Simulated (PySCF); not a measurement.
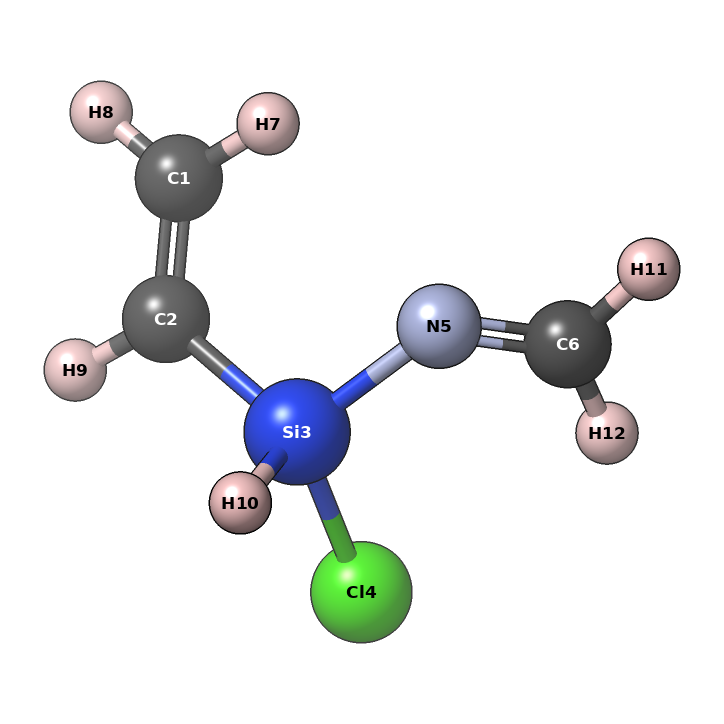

Depth is shown by fading: the farther an atom, the more it takes the colour of the background. The geometry was computed by an optimisation with PBE0-D3(BJ)/def2-SVP. No frequency run is at hand to confirm it as a minimum.

**Which atoms or bonds are stereogenic?**

Centres: Si3.

**What are the Cahn–Ingold–Prelog descriptors?**

Si3: R (priorities Cl4 > N5 > C2 > H10).
